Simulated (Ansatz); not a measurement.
Geometry relaxation of C2H5B

System: C2H5B.
Method: RKS PBE0-D4/def2-TZVP (Ansatz 0.2.0).

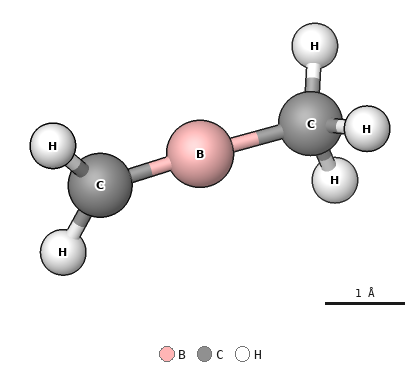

**Figure 1.** The input geometry (ball-and-stick view, seen at a tilt).

Input file:
```yaml
crystal:
  periodic: [false, false, false]
  atoms:
    - {symbol: B, position_ang: [-1.096627, -0.362863, -0.588931]}
    - {symbol: C, position_ang: [-2.085013, 0.071056, 0.272065]}
    - {symbol: C, position_ang: [-0.059473, -0.869652, -1.583832]}
    - {symbol: H, position_ang: [-1.877333, 0.590764, 1.201162]}
    - {symbol: H, position_ang: [-3.137927, -0.088757, 0.059335]}
    - {symbol: H, position_ang: [0.535298, -0.068709, -2.028276]}
    - {symbol: H, position_ang: [-0.613271, -1.351021, -2.400469]}
    - {symbol: H, position_ang: [0.605693, -1.625191, -1.159931]}
basis:
  gaussian: {orbitals: def2-TZVP}
hamiltonian: {xc: pbe0, dispersion: d4}
relax: {f_tol: 0.005, max_steps: 200}
```

Machine: 4 threads of Arm Neoverse V1, 23 GiB of memory available, shared host.

Run as:
```bash
ansatz run in.yaml --threads 4 --pin off --events-out ev --progress --plain --max-ram 9574MiB
```

Output:
```
Functional definition: PBE0
  name "PBE0"
  cite "Adamo & Barone, J. Chem. Phys. 110, 6158 (1999) doi:10.1063/1.478522"
  cite "Perdew, Burke & Ernzerhof, Phys. Rev. Lett. 77, 3865 (1996) doi:10.1103/PhysRevLett.77.3865"
  parent pbe
  parameter a = 0.25
  parameter kappa = 0.804
  parameter beta = 0.06672455060314922
  exchange = (1 - a)*pbe_x(kappa = kappa, mu = beta*pi^2/3) + a*exact_x
  correlation = pbe_c(beta = beta)
749 factors; their error is unknown
mean field evaluation 1: about -2818.0405 eV, gradient 6.5e1 eV
mean field evaluation 2: about -2814.9333 eV, gradient 6.8e1 eV
mean field evaluation 4: about -2827.6754 eV, gradient 4.3e0 eV
mean field evaluation 8: about -2827.7211 eV, gradient 2.6e-2 eV
mean field evaluation 16: about -2827.7127 eV, gradient 1.0e-5 eV
mean field -2827.71274171 eV, -103.9165265652 hartree, gradient 1.0e-5 eV, S^2 0.000000; 0 other end points of the search recorded, 0 dependent functions left out
the calculation of the forces begins
reference -2827.71276963 eV, -103.9165275912 hartree; 11, 11 occupied and 112, 112 virtual orbitals, 749 factors
relax step   1: F+E_penalty+E_count = -2827.79522954 eV  Δ(F+E_penalty+E_count) = +0.000e0 eV  max|allowed force component| = 8.125e-2 eV/Å  Δτ_max = 0.0000 Å  (27 SCF iters, accepted)
these checks for a lower state are left out or cut short: starts, cluster_reference, orbital_swaps, neighbouring_geometries, increment
749 factors; their error is unknown
mean field -2827.71301222 eV, -103.9165365065 hartree, gradient 2.5e-5 eV, S^2 0.000000; 0 other end points of the search recorded, 0 dependent functions left out
the calculation of the forces begins
reference -2827.71304013 eV, -103.9165375322 hartree; 11, 11 occupied and 112, 112 virtual orbitals, 749 factors
relax step   2: F+E_penalty+E_count = -2827.79550139 eV  Δ(F+E_penalty+E_count) = -2.718e-4 eV  max|allowed force component| = 2.270e-2 eV/Å  Δτ_max = 0.0049 Å  (31 SCF iters, accepted)
these checks for a lower state are left out or cut short: starts, cluster_reference, orbital_swaps, neighbouring_geometries, increment
749 factors; their error is unknown
mean field -2827.71229785 eV, -103.9165102538 hartree, gradient 2.5e-5 eV, S^2 0.000000; 0 other end points of the search recorded, 0 dependent functions left out
the calculation of the forces begins
reference -2827.71232574 eV, -103.9165112786 hartree; 11, 11 occupied and 112, 112 virtual orbitals, 749 factors
relax step   3: F+E_penalty+E_count = -2827.79478843 eV  Δ(F+E_penalty+E_count) = +7.130e-4 eV  max|allowed force component| = 6.942e-2 eV/Å  Δτ_max = 0.0145 Å  (30 SCF iters, rejected (line search))
these checks for a lower state are left out or cut short: starts, cluster_reference, orbital_swaps, neighbouring_geometries, increment
749 factors; their error is unknown
mean field evaluation 32: about -2827.7204 eV, gradient 5.2e-1 eV
mean field -2827.71316926 eV, -103.9165422776 hartree, gradient 2.5e-5 eV, S^2 0.000000; 0 other end points of the search recorded, 0 dependent functions left out
the calculation of the forces begins
reference -2827.71319717 eV, -103.9165433030 hartree; 11, 11 occupied and 112, 112 virtual orbitals, 749 factors
relax step   4: F+E_penalty+E_count = -2827.79565667 eV  Δ(F+E_penalty+E_count) = -1.553e-4 eV  max|allowed force component| = 8.414e-3 eV/Å  Δτ_max = 0.0073 Å  (31 SCF iters, accepted)
these checks for a lower state are left out or cut short: starts, cluster_reference, orbital_swaps, neighbouring_geometries, increment
749 factors; their error is unknown
mean field -2827.71319284 eV, -103.9165431440 hartree, gradient 2.5e-5 eV, S^2 0.000000; 0 other end points of the search recorded, 0 dependent functions left out
the calculation of the forces begins
reference -2827.71322074 eV, -103.9165441693 hartree; 11, 11 occupied and 112, 112 virtual orbitals, 749 factors
relax step   5: F+E_penalty+E_count = -2827.79567829 eV  Δ(F+E_penalty+E_count) = -2.162e-5 eV  max|allowed force component| = 1.181e-2 eV/Å  Δτ_max = 0.0033 Å  (31 SCF iters, accepted)
these checks for a lower state are left out or cut short: starts, cluster_reference, orbital_swaps, neighbouring_geometries, increment
749 factors; their error is unknown
mean field -2827.71320796 eV, -103.9165436995 hartree, gradient 2.5e-5 eV, S^2 0.000000; 0 other end points of the search recorded, 0 dependent functions left out
the calculation of the forces begins
reference -2827.71323585 eV, -103.9165447247 hartree; 11, 11 occupied and 112, 112 virtual orbitals, 749 factors
relax step   6: F+E_penalty+E_count = -2827.79569104 eV  Δ(F+E_penalty+E_count) = -1.275e-5 eV  max|allowed force component| = 1.016e-2 eV/Å  Δτ_max = 0.0024 Å  (31 SCF iters, accepted)
these checks for a lower state are left out or cut short: starts, cluster_reference, orbital_swaps, neighbouring_geometries, increment
749 factors; their error is unknown
mean field -2827.71318321 eV, -103.9165427902 hartree, gradient 2.5e-5 eV, S^2 0.000000; 0 other end points of the search recorded, 0 dependent functions left out
the calculation of the forces begins
reference -2827.71321111 eV, -103.9165438154 hartree; 11, 11 occupied and 112, 112 virtual orbitals, 749 factors
relax step   7: F+E_penalty+E_count = -2827.79566846 eV  Δ(F+E_penalty+E_count) = +2.258e-5 eV  max|allowed force component| = 3.814e-2 eV/Å  Δτ_max = 0.0016 Å  (31 SCF iters, rejected (line search))
these checks for a lower state are left out or cut short: starts, cluster_reference, orbital_swaps, neighbouring_geometries, increment
749 factors; their error is unknown
mean field evaluation 64: about -2827.7132 eV, gradient 3.7e-3 eV
mean field -2827.71321643 eV, -103.9165440109 hartree, gradient 2.5e-5 eV, S^2 0.000000; 0 other end points of the search recorded, 0 dependent functions left out
the calculation of the forces begins
reference -2827.71324433 eV, -103.9165450362 hartree; 11, 11 occupied and 112, 112 virtual orbitals, 749 factors
relax step   8: F+E_penalty+E_count = -2827.79569880 eV  Δ(F+E_penalty+E_count) = -7.756e-6 eV  max|allowed force component| = 3.086e-3 eV/Å  Δτ_max = 0.0008 Å  (31 SCF iters, accepted)
```

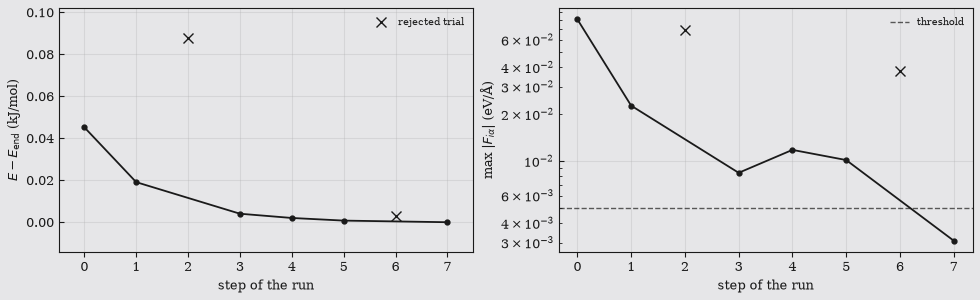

**Figure 2.** Progress of the relaxation, step by step (the first geometry is step 0 here and step 1 in the log).

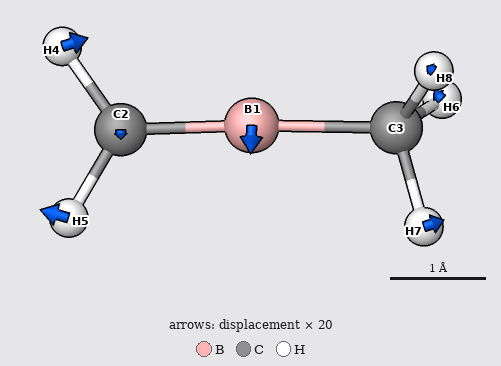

**Figure 3.** The starting structure with the displacements as blue arrows, magnified 20 times (ball-and-stick view, seen at a tilt). The two geometries are laid on each other by the best rigid fit. The energy falls by 0.05 kJ/mol in 7 geometry steps. The largest force component goes from 0.081 to 0.0031 eV/Å. The line search rejected the trial steps at points 2, 6 (counted from 0) and went back. The largest move after the best rigid fit is that of H5, 0.016 Å. Largest moves by element: H 0.016 Å, B 0.016 Å, C 0.005 Å. (Atoms are counted from 1 in the order of the input.)

```
749 factors; their error is unknown
mean field -2827.71321643 eV, -103.9165440109 hartree, gradient 2.5e-5 eV, S^2 0.000000; 1 other end points of the search recorded, 0 dependent functions left out
the calculation of the forces begins
reference -2827.71324433 eV, -103.9165450362 hartree; 11, 11 occupied and 112, 112 virtual orbitals, 749 factors
Total energy: -2827.79572670 eV, -103.9195762073 hartree
Atom 0 at    -1.108287    -0.368584    -0.597885 Å, force     0.000012     0.000961     0.001582 eV/Å
Atom 1 at    -2.088880     0.069170     0.268662 Å, force     0.000314    -0.000130     0.002165 eV/Å
Atom 2 at    -0.059116    -0.869475    -1.582976 Å, force     0.001683    -0.000760    -0.002150 eV/Å
Atom 3 at    -1.864062     0.589862     1.194129 Å, force     0.000610    -0.001051    -0.003086 eV/Å
Atom 4 at    -3.145591    -0.083862     0.072917 Å, force    -0.002366     0.000425     0.000116 eV/Å
Atom 5 at     0.535313    -0.065457    -2.022654 Å, force    -0.000227    -0.000492     0.000196 eV/Å
Atom 6 at    -0.602821    -1.351967    -2.405853 Å, force     0.000162     0.000854     0.001487 eV/Å
Atom 7 at     0.604791    -1.624061    -1.155216 Å, force    -0.000187     0.000194    -0.000311 eV/Å
Dipole moment:     0.244169    -0.123968    -0.242121 e Å
```

Trajectory as extended XYZ (Å, eV, eV/Å), 8 frames, from step=1 to step=8:
```
8
Properties=species:S:1:pos:R:3:forces:R:3 step=1 energy=-2827.79523
B    -1.0966   -0.3629   -0.5889   -0.0812  -0.0110  -0.0143
C    -2.0850    0.0711    0.2721    0.0451  -0.0114  -0.0230
C    -0.0595   -0.8697   -1.5838    0.0315   0.0188   0.0349
H    -1.8773    0.5908    1.2012    0.0019   0.0067   0.0114
H    -3.1379   -0.0888    0.0593    0.0037   0.0023   0.0035
H     0.5353   -0.0687   -2.0283    0.0000   0.0010  -0.0120
H    -0.6133   -1.3510   -2.4005   -0.0015   0.0036   0.0055
H     0.6057   -1.6252   -1.1599    0.0006  -0.0100  -0.0060
8
Properties=species:S:1:pos:R:3:forces:R:3 step=2 energy=-2827.79550
B    -1.1003   -0.3653   -0.5911   -0.0227  -0.0066  -0.0099
C    -2.0854    0.0691    0.2724    0.0106   0.0051  -0.0141
C    -0.0588   -0.8693   -1.5830    0.0147   0.0085   0.0209
H    -1.8748    0.5919    1.1994    0.0034  -0.0025   0.0041
H    -3.1392   -0.0871    0.0614   -0.0004  -0.0006   0.0078
H     0.5353   -0.0677   -2.0275   -0.0025  -0.0001  -0.0022
H    -0.6114   -1.3504   -2.4006   -0.0014  -0.0020  -0.0045
H     0.6060   -1.6256   -1.1598   -0.0017  -0.0017  -0.0020
8
Properties=species:S:1:pos:R:3:forces:R:3 step=3 energy=-2827.79479 accepted=F
B    -1.1070   -0.3620   -0.5992    0.0694   0.0047  -0.0016
C    -2.0869    0.0811    0.2643   -0.0489  -0.0605   0.0548
C    -0.0579   -0.8685   -1.5819   -0.0155   0.0055  -0.0130
H    -1.8697    0.5845    1.2013    0.0036   0.0173  -0.0345
H    -3.1412   -0.0934    0.0706    0.0017   0.0323  -0.0050
H     0.5384   -0.0691   -2.0278   -0.0028  -0.0025   0.0104
H    -0.6076   -1.3504   -2.4007   -0.0001  -0.0096  -0.0178
H     0.6033   -1.6264   -1.1554   -0.0075   0.0127   0.0067
8
Properties=species:S:1:pos:R:3:forces:R:3 step=4 energy=-2827.79566
B    -1.1054   -0.3671   -0.5957    0.0044   0.0015   0.0034
C    -2.0869    0.0698    0.2701   -0.0084  -0.0012  -0.0023
C    -0.0589   -0.8693   -1.5829    0.0049   0.0015   0.0031
H    -1.8691    0.5905    1.1971    0.0046  -0.0015  -0.0032
H    -3.1423   -0.0857    0.0678   -0.0018   0.0018   0.0036
H     0.5353   -0.0664   -2.0251   -0.0014  -0.0029   0.0021
H    -0.6065   -1.3512   -2.4033   -0.0004  -0.0027  -0.0051
H     0.6051   -1.6250   -1.1569   -0.0019   0.0035  -0.0016
8
Properties=species:S:1:pos:R:3:forces:R:3 step=5 energy=-2827.79568
B    -1.1073   -0.3680   -0.5973    0.0080   0.0038   0.0072
C    -2.0877    0.0698    0.2694   -0.0118  -0.0028  -0.0003
C    -0.0590   -0.8694   -1.5829    0.0030  -0.0010  -0.0026
H    -1.8666    0.5901    1.1958    0.0045  -0.0010  -0.0042
H    -3.1438   -0.0848    0.0706   -0.0009   0.0019   0.0019
H     0.5352   -0.0658   -2.0239   -0.0010  -0.0033   0.0025
H    -0.6043   -1.3517   -2.4047   -0.0001  -0.0017  -0.0030
H     0.6048   -1.6246   -1.1558   -0.0017   0.0041  -0.0015
8
Properties=species:S:1:pos:R:3:forces:R:3 step=6 energy=-2827.79569
B    -1.1084   -0.3686   -0.5981    0.0054   0.0036   0.0066
C    -2.0884    0.0694    0.2689   -0.0102  -0.0030  -0.0010
C    -0.0592   -0.8695   -1.5830    0.0032  -0.0020  -0.0044
H    -1.8646    0.5899    1.1947    0.0032  -0.0004  -0.0027
H    -3.1451   -0.0840    0.0726    0.0010   0.0014   0.0011
H     0.5352   -0.0654   -2.0229   -0.0010  -0.0026   0.0019
H    -0.6028   -1.3520   -2.4059   -0.0002  -0.0001  -0.0002
H     0.6047   -1.6242   -1.1551   -0.0015   0.0030  -0.0013
8
Properties=species:S:1:pos:R:3:forces:R:3 step=7 energy=-2827.79567 accepted=F
B    -1.1084   -0.3687   -0.5980   -0.0009   0.0008   0.0017
C    -2.0895    0.0687    0.2681    0.0381   0.0180   0.0305
C    -0.0588   -0.8693   -1.5827   -0.0101  -0.0030  -0.0093
H    -1.8633    0.5901    1.1937   -0.0066  -0.0141  -0.0255
H    -3.1455   -0.0840    0.0732   -0.0331  -0.0037  -0.0044
H     0.5354   -0.0654   -2.0224    0.0031   0.0019  -0.0010
H    -0.6032   -1.3516   -2.4056    0.0048   0.0036   0.0062
H     0.6047   -1.6242   -1.1552    0.0047  -0.0035   0.0018
8
Properties=species:S:1:pos:R:3:forces:R:3 step=8 energy=-2827.79570
B    -1.1083   -0.3686   -0.5979    0.0000   0.0010   0.0016
C    -2.0889    0.0692    0.2687    0.0003  -0.0001   0.0022
C    -0.0591   -0.8695   -1.5830    0.0017  -0.0008  -0.0022
H    -1.8641    0.5899    1.1941    0.0006  -0.0011  -0.0031
H    -3.1456   -0.0839    0.0729   -0.0024   0.0004   0.0001
H     0.5353   -0.0655   -2.0227   -0.0002  -0.0005   0.0002
H    -0.6028   -1.3520   -2.4059    0.0002   0.0009   0.0015
H     0.6048   -1.6241   -1.1552   -0.0002   0.0002  -0.0003
```

Results in brief:

```json
{"quantity": "outcome", "value": "converged"}
{"quantity": "total energy", "value": "−2827.7957 eV"}
{"quantity": "mean-field energy", "value": "−2827.7132 eV"}
{"quantity": "dispersion energy", "value": "−0.0825 eV"}
{"quantity": "SCF solution under orbital rotations", "value": "stable"}
{"quantity": "largest force (length of the vector) at the end", "value": "0.003 eV/Å"}
{"quantity": "dipole moment", "value": "1.76 D"}
{"quantity": "wall time", "value": "8 s (CPU time 28 s)"}
{"quantity": "peak memory", "value": "0.54 GiB"}
```
